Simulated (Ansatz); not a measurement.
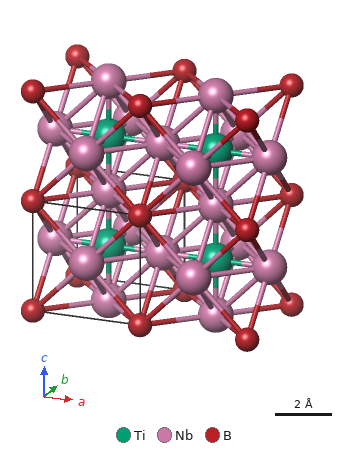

This is the input geometry for a relaxation of solid TiNb₃B (a generated structure, set up in Pm-3m) (coarse preliminary run). Style: ball-and-stick. Shown: the cell of the calculation, repeated 2 × 1 × 2 with one cell outlined, from a free direction.

Method: DFT PBE, scalar-relativistic, plane waves, PAW in Ansatz.

The input:
```yaml
crystal:
  lattice:
    - [4.20194297, 0.0, 0.0]
    - [0.0, 4.20194297, 0.0]
    - [0.0, 0.0, 4.20194297]
  atoms:
    - { symbol: Ti, position: [0.5, 0.5, 0.5] }
    - { symbol: Nb, position: [0.0, 0.5, 0.5] }
    - { symbol: Nb, position: [0.5, 0.0, 0.5] }
    - { symbol: Nb, position: [0.5, 0.5, 0.0] }
    - { symbol: B, position: [0.0, 0.0, 0.0] }
basis:
  ecutwfc: 420
kpoints:
  mp_grid: { grid: [4, 4, 4] }
hamiltonian:
  xc: pbe
scf:
  occupations: { method: gaussian, width: 0.1 }
  lower_state_search: "off"
output:
  forces: true
  stress: true
  eigenvalues: true
relax:
  adjacent_minimum: "off"
  f_tol: 0.04
  max_steps: 70
  cell: { stress_tol: 0.4 }
```

Run as
```bash
ansatz run input.yaml --threads 1 --pin off --max-ram 2560MiB --backend cpu --events-out ev --progress --plain --runs-dir out
```

> Predict the outcome.

No atom moves by more than 0.005 Å relative to the cell. The volume changes by +28.3 %, with a = b = c 4.202 → 4.566 Å (+8.7 %). Near-neighbour distances that change, for instance: Nb2–Nb3 2.971 → 3.229 Å, Nb2–B5 2.971 → 3.229 Å, Ti1–Nb2 2.101 → 2.283 Å. The space group stays Pm-3m (No. 221). Over 4 accepted moves (5 points after the start) the energy falls by 2.442 eV per cell of the calculation. All forces vanish by symmetry, so only the cell relaxes. The pressure goes from 43.30 to 0.22 GPa. The SCF was repeated once at an unchanged geometry on a basis and grid sized afresh for the cell, which shifted the energy by 17.3 meV per cell of the calculation at most. The run took 7.8 s on 1 thread of AMD EPYC 7R43 64-Core Processor (Zen 3), on a shared host, peak memory 0.44 GiB.

Final geometry:

```
Ti Nb B
1.0
     4.56642    0.00000    0.00000
     0.00000    4.56642    0.00000
     0.00000    0.00000    4.56642
Ti Nb B
1 3 1
Direct
  0.50000 0.50000 0.50000
  0.00000 0.50000 0.50000
  0.50000 0.00000 0.50000
  0.50000 0.50000 0.00000
  0.00000 0.00000 0.00000
```

After the run, drawn alike:

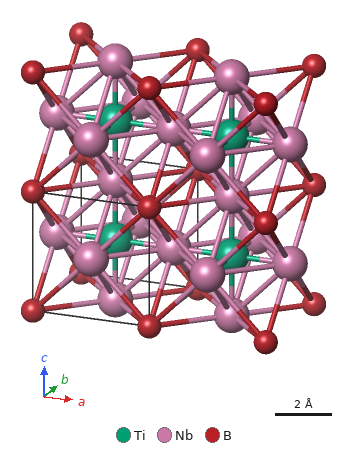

Limits of the set-up: the k-point mesh is coarse for a cell with partly filled bands.
